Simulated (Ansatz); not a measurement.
# H₃O+: energies up the ladder

Aim: energies up the ladder, for H₃O+, with the cost of each level. Charge +1.

Program: Ansatz 0.2.0. Level of theory: the levels named in each step. These are calculated values, not measurements.

## Step 1: The structure to begin with

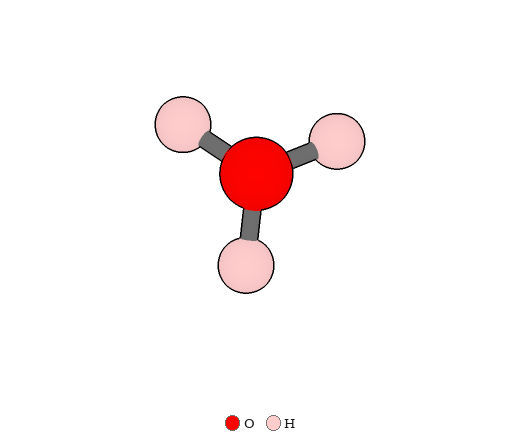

The starting structure, seen from a chosen angle (oxygen red, hydrogen pink).

Coordinates:

```xyz
4

O     0.0001    0.0008    0.0452
H    -0.5764   -0.7490   -0.2247
H    -0.3582    0.8669   -0.2527
H     0.9324   -0.1301   -0.2397
```

## Step 2: A rough first relaxation, PBE-D4/def2-SVP

This run stands in another session on the same molecule. It ended at:

```xyz
4

O     0.0002    0.0009    0.0544
H    -0.5796   -0.7533   -0.2277
H    -0.3602    0.8718   -0.2559
H     0.9377   -0.1308   -0.2428
```

## Step 3: Relaxation, PBE0-D4/def2-TZVPP

This run stands in another session on the same molecule. It ended at:

```xyz
4

O     0.0001    0.0006    0.0343
H    -0.5744   -0.7464   -0.2211
H    -0.3569    0.8640   -0.2491
H     0.9292   -0.1296   -0.2361
```

## Step 4: Frequencies, PBE0-D4/def2-TZVPP

input.yaml reads:

```yaml
crystal:
  periodic: [false, false, false]
  atoms:
    - { symbol: O, position_ang: [0.00010242, 0.00058433, 0.0342941] }
    - { symbol: H, position_ang: [-0.57439729, -0.74640844, -0.2211293] }
    - { symbol: H, position_ang: [-0.35692743, 0.8640198, -0.24907477] }
    - { symbol: H, position_ang: [0.9292123, -0.12957569, -0.23608003] }
total_charge: 1
basis:
  gaussian: { orbitals: def2-TZVPP }
hamiltonian:
  xc: pbe0
  dispersion: d4
phonons: {}
```

Started as:

```console
$ ansatz run input.yaml --threads 2 --pin off --max-ram 5120MiB --backend cpu --events-out ev --progress --plain --runs-dir out
```

Standard output, cut to the lines that bear on the results:

```text
Warning: RAYON_NUM_THREADS=2 ignored (pool sized by the plan → 2); use --threads N
[...]
Functional definition: PBE0
[...]
328 factors; their error is unknown
[...]
mean field -2085.98591311 eV, -76.6585683748 hartree, gradient 2.6e-5 eV, S^2 0.000000; 0 other end points of the search recorded, 0 dependent functions left out
[...]
reference -2085.98592453 eV, -76.6585687944 hartree; 5, 5 occupied and 68, 68 virtual orbitals, 328 factors
[...]
328 factors; their error is unknown
[...]
mean field -2085.98567864 eV, -76.6585597580 hartree, gradient 7.1e-7 eV, S^2 0.000000; 0 other end points of the search recorded, 0 dependent functions left out
[...]
reference -2085.98569005 eV, -76.6585601776 hartree; 5, 5 occupied and 68, 68 virtual orbitals, 328 factors
[...]
328 factors; their error is unknown
mean field -2085.98568018 eV, -76.6585598146 hartree, gradient 7.1e-7 eV, S^2 0.000000; 0 other end points of the search recorded, 0 dependent functions left out
[...]
reference -2085.98569160 eV, -76.6585602343 hartree; 5, 5 occupied and 68, 68 virtual orbitals, 328 factors
[...]
328 factors; their error is unknown
[...]
mean field -2085.98577311 eV, -76.6585632300 hartree, gradient 7.1e-7 eV, S^2 0.000000; 0 other end points of the search recorded, 0 dependent functions left out
[...]
reference -2085.98578453 eV, -76.6585636497 hartree; 5, 5 occupied and 68, 68 virtual orbitals, 328 factors
[...]
328 factors; their error is unknown
[...]
reference -2085.98578542 eV, -76.6585636822 hartree; 5, 5 occupied and 68, 68 virtual orbitals, 328 factors
[...]
328 factors; their error is unknown
[...]
mean field -2085.98577530 eV, -76.6585633102 hartree, gradient 7.1e-7 eV, S^2 0.000000; 0 other end points of the search recorded, 0 dependent functions left out
[...]
reference -2085.98578670 eV, -76.6585637294 hartree; 5, 5 occupied and 68, 68 virtual orbitals, 328 factors
[...]
328 factors; their error is unknown
mean field -2085.98589761 eV, -76.6585678052 hartree, gradient 7.1e-7 eV, S^2 0.000000; 0 other end points of the search recorded, 0 dependent functions left out
[...]
reference -2085.98590903 eV, -76.6585682248 hartree; 5, 5 occupied and 68, 68 virtual orbitals, 328 factors
[...]
328 factors; their error is unknown
mean field -2085.98589622 eV, -76.6585677540 hartree, gradient 7.1e-7 eV, S^2 0.000000; 0 other end points of the search recorded, 0 dependent functions left out
[...]
reference -2085.98590764 eV, -76.6585681737 hartree; 5, 5 occupied and 68, 68 virtual orbitals, 328 factors
Total energy: -2085.99026694 eV, -76.6587283749 hartree
Atom 0 at     0.000102     0.000584     0.034294 Å, force    -0.000002    -0.000001    -0.000088 eV/Å
Atom 1 at    -0.574397    -0.746408    -0.221129 Å, force    -0.000018    -0.000017     0.000030 eV/Å
Atom 2 at    -0.356927     0.864020    -0.249075 Å, force    -0.000012     0.000023     0.000029 eV/Å
Atom 3 at     0.929212    -0.129576    -0.236080 Å, force     0.000032    -0.000004     0.000029 eV/Å
Dipole moment:    -0.000888    -0.005035    -0.297086 e Å
Vibrations: 823.22 1680.25 1680.28 3621.64 3714.00 3714.04 cm⁻¹, zero-point energy 0.944353 eV
```

Run time: 14 s. Hardware: 2 threads of Intel Xeon at 2.50GHz (Skylake/Cascade Lake), shared host; peak memory 0.11 GiB.

Harmonic frequencies (cm⁻¹; negative: imaginary): 823, 1680, 1680, 3622, 3714, 3714.

## Step 5: Single point, PBE-D4/def2-TZVPP

input.yaml, as its differences from that of step 4:

```diff
@@ -11,4 +11,3 @@
 hamiltonian:
-  xc: pbe0
+  xc: pbe
   dispersion: d4
-phonons: {}
```

Started as:

```console
$ ansatz run input.yaml --threads 2 --pin off --max-ram 5120MiB --backend cpu --events-out ev --progress --plain --runs-dir out
```

Standard output:

```text
Warning: RAYON_NUM_THREADS=2 ignored (pool sized by the plan → 2); use --threads N
Engine: ansatz 0.2.0, x86_64-unknown-linux-gnu
Functional definition: PBE
  parameter kappa = 0.804
  parameter beta = 0.06672455060314922
  exchange = pbe_x(kappa = kappa, mu = beta*pi^2/3)
  correlation = pbe_c(beta = beta)
328 factors; their error is unknown
mean field evaluation 1: about -2068.0238 eV, gradient 1.1e2 eV
mean field evaluation 2: about -2034.8561 eV, gradient 1.6e2 eV
mean field evaluation 4: about -2085.8944 eV, gradient 9.2e-1 eV
mean field evaluation 8: about -2085.8925 eV, gradient 1.4e-2 eV
mean field -2085.89254838 eV, -76.6551372843 hartree, gradient 2.9e-5 eV, S^2 0.000000; 0 other end points of the search recorded, 0 dependent functions left out
reference -2085.89256421 eV, -76.6551378660 hartree; 5, 5 occupied and 68, 68 virtual orbitals, 328 factors
Total energy: -2085.89798951 eV, -76.6553372422 hartree
```

It took 1 s on 2 threads of Intel Xeon at 2.50GHz (Skylake/Cascade Lake), shared host; peak memory 0.082 GiB.

## Step 6: Single point, r2SCAN-D4/def2-TZVPP

input.yaml, as its differences from that of step 5:

```diff
@@ -11,3 +11,3 @@
 hamiltonian:
-  xc: pbe
+  xc: r2scan
   dispersion: d4
```

Started as:

```console
$ ansatz run input.yaml --threads 2 --pin off --max-ram 5120MiB --backend cpu --events-out ev --progress --plain --runs-dir out
```

Standard output:

```text
Warning: RAYON_NUM_THREADS=2 ignored (pool sized by the plan → 2); use --threads N
Engine: ansatz 0.2.0, x86_64-unknown-linux-gnu
Functional definition: r2SCAN
  parameter k0 = 0.174
  parameter k1 = 0.065
  parameter a1 = 4.9479
  exchange = r2scan_x(k0 = k0, k1 = k1, a1 = a1)
  correlation = r2scan_c
328 factors; their error is unknown
mean field evaluation 1: about -2071.8666 eV, gradient 1.0e2 eV
mean field evaluation 2: about -2055.4755 eV, gradient 1.3e2 eV
mean field evaluation 4: about -2087.1216 eV, gradient 6.1e-1 eV
mean field evaluation 8: about -2087.1188 eV, gradient 2.3e-1 eV
mean field -2087.11883990 eV, -76.7002026664 hartree, gradient 6.4e-5 eV, S^2 0.000000; 0 other end points of the search recorded, 0 dependent functions left out
reference -2087.11884407 eV, -76.7002028196 hartree; 5, 5 occupied and 68, 68 virtual orbitals, 328 factors
Total energy: -2087.12014533 eV, -76.7002506399 hartree
```

Run time: 1.9 s. Hardware: 2 threads of Intel Xeon at 2.50GHz (Skylake/Cascade Lake), shared host; peak memory 0.089 GiB.

## Step 7: Single point, B3LYP-D4/def2-TZVPP

input.yaml, as its differences from that of step 6:

```diff
@@ -11,3 +11,3 @@
 hamiltonian:
-  xc: r2scan
+  xc: { name: B3LYP }
   dispersion: d4
```

Started as:

```console
$ ansatz run input.yaml --threads 2 --pin off --max-ram 5120MiB --backend cpu --events-out ev --progress --plain --runs-dir out
```

Standard output:

```text
Warning: RAYON_NUM_THREADS=2 ignored (pool sized by the plan → 2); use --threads N
Engine: ansatz 0.2.0, x86_64-unknown-linux-gnu
Functional definition: B3LYP
  parameter a0 = 0.2
  parameter ax = 0.72
  parameter ac = 0.81
  exchange = (1 - a0 - ax)*slater_x + ax*b88_x + a0*exact_x
  correlation = (1 - ac)*vwn_rpa_c + ac*lyp_c
328 factors; their error is unknown
mean field evaluation 1: about -2073.3372 eV, gradient 1.0e2 eV
mean field evaluation 2: about -2057.6159 eV, gradient 1.3e2 eV
mean field evaluation 4: about -2088.2444 eV, gradient 2.9e-1 eV
mean field evaluation 8: about -2088.2480 eV, gradient 1.2e-3 eV
mean field -2088.24799918 eV, -76.7416985044 hartree, gradient 3.5e-5 eV, S^2 0.000000; 0 other end points of the search recorded, 0 dependent functions left out
reference -2088.24811104 eV, -76.7417026154 hartree; 5, 5 occupied and 68, 68 virtual orbitals, 328 factors
Total energy: -2088.25670309 eV, -76.7420183673 hartree
```

It took 1.2 s on 2 threads of Intel Xeon at 2.50GHz (Skylake/Cascade Lake), shared host; peak memory 0.089 GiB.

## Step 8: Single point, wB97M-V/def2-TZVPP

input.yaml, as its differences from that of step 7:

```diff
@@ -11,3 +11,2 @@
 hamiltonian:
-  xc: { name: B3LYP }
-  dispersion: d4
+  xc: { name: wB97M-V }
```

Started as:

```console
$ ansatz run input.yaml --threads 2 --pin off --max-ram 5120MiB --backend cpu --events-out ev --progress --plain --runs-dir out
```

Standard output, cut to the lines that bear on the results:

```text
Warning: RAYON_NUM_THREADS=2 ignored (pool sized by the plan → 2); use --threads N
[...]
Functional definition: wB97M-V
[...]
  gx(w, u) = 1 - cx + cx01*u + cx10*w
  gss(w, u) = css00 + css04*u^4 + css10*w + css20*w^2 + css43*w^4*u^3
  gos(w, u) = cos00 + cos10*w + (cos20 + cos21*u)*w^2 + (cos60 + cos61*u)*w^6
[...]
      + integral(e_c_pw_mod_opposite_spin*gos(b97_w_opposite, b97_u_opposite)) + vv10(b, c)
328 factors; their error is unknown
90 factors; integrals over basis functions are off by at most 5.4e-6 eV
[...]
mean field -2087.29956250 eV, -76.7068440996 hartree, gradient 5.1e-5 eV, S^2 0.000000; 0 other end points of the search recorded, 0 dependent functions left out
reference -2087.29958213 eV, -76.7068448207 hartree; 5, 5 occupied and 68, 68 virtual orbitals, 328 factors
Total energy: -2087.29958213 eV, -76.7068448207 hartree
```

It took 2.3 s on 2 threads of Intel Xeon at 2.50GHz (Skylake/Cascade Lake), shared host; peak memory 0.11 GiB.

## Step 9: Single point, B2PLYP/def2-TZVPP

input.yaml, as its differences from that of step 8:

```diff
@@ -11,2 +11,2 @@
 hamiltonian:
-  xc: { name: wB97M-V }
+  xc: { name: B2PLYP }
```

Started as:

```console
$ ansatz run input.yaml --threads 2 --pin off --max-ram 5120MiB --backend cpu --events-out ev --progress --plain --runs-dir out
```

Standard output, cut to the lines that bear on the results:

```text
Warning: RAYON_NUM_THREADS=2 ignored (pool sized by the plan → 2); use --threads N
[...]
Functional definition: B2PLYP
[...]
437 factors; integrals over basis functions are off by at most 9.9e-4 eV
[...]
mean field -2084.58382008 eV, -76.6070424062 hartree, gradient 7.8e-6 eV, S^2 0.000000; 0 other end points of the search recorded, 0 dependent functions left out
1 core orbitals not correlated: weight in the atoms' cores, before any rotation towards them, 1.000 or more for the frozen orbitals, at most 0.000 for the correlated occupied ones
reference -2084.58389006 eV, -76.6070449782 hartree; 4, 4 occupied and 68, 68 virtual orbitals, 437 factors
second order -8.15554785 eV of doubles, -0.00000000 eV of singles
Total energy: -2086.78588798 eV, -76.6879669091 hartree
```

Run time: 1.7 s. Hardware: 2 threads of Intel Xeon at 2.50GHz (Skylake/Cascade Lake), shared host; peak memory 0.094 GiB.

## Step 10: Single point, LDA/def2-TZVPP

input.yaml, as its differences from that of step 9:

```diff
@@ -11,2 +11,2 @@
 hamiltonian:
-  xc: { name: B2PLYP }
+  xc: lda
```

Started as:

```console
$ ansatz run input.yaml --threads 2 --pin off --max-ram 5120MiB --backend cpu --events-out ev --progress --plain --runs-dir out
```

Standard output:

```text
Warning: RAYON_NUM_THREADS=2 ignored (pool sized by the plan → 2); use --threads N
Engine: ansatz 0.2.0, x86_64-unknown-linux-gnu
Functional definition: SPW92
  exchange = slater_x
  correlation = pw_c
328 factors; their error is unknown
mean field evaluation 1: about -2054.4114 eV, gradient 1.1e2 eV
mean field evaluation 2: about -2020.6428 eV, gradient 1.6e2 eV
mean field evaluation 4: about -2072.7552 eV, gradient 9.8e-1 eV
mean field evaluation 8: about -2072.7538 eV, gradient 9.6e-3 eV
mean field -2072.75382321 eV, -76.1722980400 hartree, gradient 5.8e-5 eV, S^2 0.000000; 0 other end points of the search recorded, 0 dependent functions left out
reference -2072.75383777 eV, -76.1722985751 hartree; 5, 5 occupied and 68, 68 virtual orbitals, 328 factors
Total energy: -2072.75383777 eV, -76.1722985751 hartree
```

Wall time 0.59 s (2 threads of Intel Xeon at 2.50GHz (Skylake/Cascade Lake), shared host); peak memory 0.079 GiB.

## Step 11: Single point, PBE0-D4/def2-SVP

input.yaml, as its differences from that of step 10:

```diff
@@ -9,4 +9,5 @@
 basis:
-  gaussian: { orbitals: def2-TZVPP }
+  gaussian: { orbitals: def2-SVP }
 hamiltonian:
-  xc: lda
+  xc: pbe0
+  dispersion: d4
```

Started as:

```console
$ ansatz run input.yaml --threads 2 --pin off --max-ram 5120MiB --backend cpu --events-out ev --progress --plain --runs-dir out
```

Standard output:

```text
Warning: RAYON_NUM_THREADS=2 ignored (pool sized by the plan → 2); use --threads N
Engine: ansatz 0.2.0, x86_64-unknown-linux-gnu
Functional definition: PBE0
  parameter a = 0.25
  parameter kappa = 0.804
  parameter beta = 0.06672455060314922
  exchange = (1 - a)*pbe_x(kappa = kappa, mu = beta*pi^2/3) + a*exact_x
  correlation = pbe_c(beta = beta)
317 factors; their error is unknown
mean field evaluation 1: about -2071.5420 eV, gradient 8.5e1 eV
mean field evaluation 2: about -2065.5566 eV, gradient 1.0e2 eV
mean field evaluation 4: about -2083.3622 eV, gradient 1.6e-1 eV
mean field evaluation 8: about -2083.3655 eV, gradient 7.2e-2 eV
mean field -2083.36553577 eV, -76.5622712835 hartree, gradient 3.3e-5 eV, S^2 0.000000; 0 other end points of the search recorded, 0 dependent functions left out
reference -2083.36554702 eV, -76.5622716973 hartree; 5, 5 occupied and 24, 24 virtual orbitals, 317 factors
Total energy: -2083.36988943 eV, -76.5624312778 hartree
```

Run time: 0.8 s. Hardware: 2 threads of Intel Xeon at 2.50GHz (Skylake/Cascade Lake), shared host; peak memory 0.079 GiB.

## Step 12: Single point, PBE-D4/def2-SVP

input.yaml, as its differences from that of step 11:

```diff
@@ -11,3 +11,3 @@
 hamiltonian:
-  xc: pbe0
+  xc: pbe
   dispersion: d4
```

Started as:

```console
$ ansatz run input.yaml --threads 2 --pin off --max-ram 5120MiB --backend cpu --events-out ev --progress --plain --runs-dir out
```

Standard output:

```text
Warning: RAYON_NUM_THREADS=2 ignored (pool sized by the plan → 2); use --threads N
Engine: ansatz 0.2.0, x86_64-unknown-linux-gnu
Functional definition: PBE
  parameter kappa = 0.804
  parameter beta = 0.06672455060314922
  exchange = pbe_x(kappa = kappa, mu = beta*pi^2/3)
  correlation = pbe_c(beta = beta)
317 factors; their error is unknown
mean field evaluation 1: about -2067.2228 eV, gradient 9.8e1 eV
mean field evaluation 2: about -2043.1739 eV, gradient 1.4e2 eV
mean field evaluation 4: about -2083.2453 eV, gradient 4.8e-1 eV
mean field evaluation 8: about -2083.2372 eV, gradient 4.1e-2 eV
mean field -2083.23721064 eV, -76.5575554221 hartree, gradient 1.3e-5 eV, S^2 0.000000; 0 other end points of the search recorded, 0 dependent functions left out
reference -2083.23722660 eV, -76.5575560087 hartree; 5, 5 occupied and 24, 24 virtual orbitals, 317 factors
Total energy: -2083.24265190 eV, -76.5577553849 hartree
```

Run time: 0.85 s. Hardware: 2 threads of Intel Xeon at 2.50GHz (Skylake/Cascade Lake), shared host; peak memory 0.076 GiB.

## Step 13: Single point, CCSD(T)/def2-TZVPP

input.yaml, as its differences from that of step 12:

```diff
@@ -9,5 +9,4 @@
 basis:
-  gaussian: { orbitals: def2-SVP }
-hamiltonian:
-  xc: pbe
-  dispersion: d4
+  gaussian: { orbitals: def2-TZVPP }
+correlation:
+  method: ccsd_t
```

Started as:

```console
$ ansatz run input.yaml --threads 2 --pin off --max-ram 5120MiB --backend cpu --events-out ev --progress --plain --runs-dir out
```

Standard output, cut to the lines that bear on the results:

```text
Warning: RAYON_NUM_THREADS=2 ignored (pool sized by the plan → 2); use --threads N
[...]
Functional definition: HF
[...]
437 factors; integrals over basis functions are off by at most 9.9e-4 eV
[...]
mean field -2077.40567396 eV, -76.3432504020 hartree, gradient 3.1e-6 eV, S^2 0.000000; 0 other end points of the search recorded, 0 dependent functions left out
1 core orbitals not correlated: weight in the atoms' cores, before any rotation towards them, 1.000 or more for the frozen orbitals, at most 0.000 for the correlated occupied ones
reference -2077.40567396 eV, -76.3432504020 hartree; 4, 4 occupied and 68, 68 virtual orbitals, 437 factors
second order -6.94102569 eV of doubles, -0.00000000 eV of singles
cycle   1  -7.03979129 eV  change   -9.9e-2 eV  update   3.5e-2
[...]
cycle   8  -7.17864709 eV  change    3.7e-6 eV  update   4.0e-6
perturbative correction -0.18338494 eV, -0.0067392723 hartree
Total energy: -2084.76770599 eV, -76.6138000889 hartree
```

It took 3.2 s on 2 threads of Intel Xeon at 2.50GHz (Skylake/Cascade Lake), shared host; peak memory 0.16 GiB.

## Step 14: Single point, CCSD(T)/def2-QZVPP

input.yaml, as its differences from that of step 13:

```diff
@@ -9,3 +9,3 @@
 basis:
-  gaussian: { orbitals: def2-TZVPP }
+  gaussian: { orbitals: def2-QZVPP.json }
 correlation:
```

Started as:

```console
$ ansatz run input.yaml --threads 2 --pin off --max-ram 5120MiB --backend cpu --events-out ev --progress --plain --runs-dir out
```

Standard output, cut to the lines that bear on the results:

```text
Warning: RAYON_NUM_THREADS=2 ignored (pool sized by the plan → 2); use --threads N
[...]
Functional definition: HF
[...]
887 factors; integrals over basis functions are off by at most 7.8e-4 eV
[...]
mean field -2077.50323700 eV, -76.3468357775 hartree, gradient 1.2e-6 eV, S^2 0.000000; 0 other end points of the search recorded, 0 dependent functions left out
1 core orbitals not correlated: weight in the atoms' cores, before any rotation towards them, 1.000 or more for the frozen orbitals, at most 0.000 for the correlated occupied ones
reference -2077.50323700 eV, -76.3468357775 hartree; 4, 4 occupied and 142, 142 virtual orbitals, 887 factors
second order -7.48735337 eV of doubles, -0.00000000 eV of singles
cycle   1  -7.51263616 eV  change   -2.5e-2 eV  update   3.5e-2
[...]
cycle   8  -7.65706101 eV  change   -1.1e-6 eV  update   5.5e-6
perturbative correction -0.21356992 eV, -0.0078485498 hartree
Total energy: -2085.37386793 eV, -76.6360761293 hartree
```

It took 11 s on 2 threads of Intel Xeon at 2.50GHz (Skylake/Cascade Lake), shared host; peak memory 0.69 GiB.

## Step 15: Extrapolation to the basis-set limit

CCSD(T)/CBS estimate, frozen core: CCSD(T) correlation extrapolated, from def2-TZVPP and def2-QZVPP: mean field -2077.5167 eV, total -2085.7640 eV. The exponents are 7.88 (mean field) and 2.97 (correlation).

## Step 16: The levels compared

```
             level  O1–H2 (Å)  O1–H3 (Å)  rotational constants (MHz)  highest frequency (cm⁻¹)  CPU time
PBE0-D4/def2-TZVPP     0.9764     0.9764      333330, 333330, 189830                      3714     8.1 s
```

Constants are for the commonest isotopes at the equilibrium geometry; times are CPU times of the relaxations.

## Step 17: Total energies

```
               level  energy (eV)  CPU time
   PBE-D4/def2-TZVPP   -2085.8980     0.9 s
r2SCAN-D4/def2-TZVPP   -2087.1201     1.7 s
 B3LYP-D4/def2-TZVPP   -2088.2567     1.1 s
  wB97M-V/def2-TZVPP   -2087.2996     2.7 s
   B2PLYP/def2-TZVPP   -2086.7859     1.8 s
      LDA/def2-TZVPP   -2072.7538    0.59 s
    PBE0-D4/def2-SVP   -2083.3699     0.6 s
     PBE-D4/def2-SVP   -2083.2427    0.56 s
  CCSD(T)/def2-TZVPP   -2084.7677     2.1 s
  CCSD(T)/def2-QZVPP   -2085.3739      14 s
         CCSD(T)/CBS   -2085.7640         -
```

## Step 18: What came out

| quantity | value |
| --- | --- |
| O1–H2 at PBE0-D4/def2-TZVPP | 0.976 Å |
| O1–H3 at PBE0-D4/def2-TZVPP | 0.976 Å |
| frequencies at PBE0-D4/def2-TZVPP | 823 to 3714 cm⁻¹ |
| energy at CCSD(T)/CBS | -2085.764 eV |

In words: No mode is imaginary, so the geometry is a minimum. These totals serve in differences with atoms or fragments at the same level; alone they don't rank the methods.
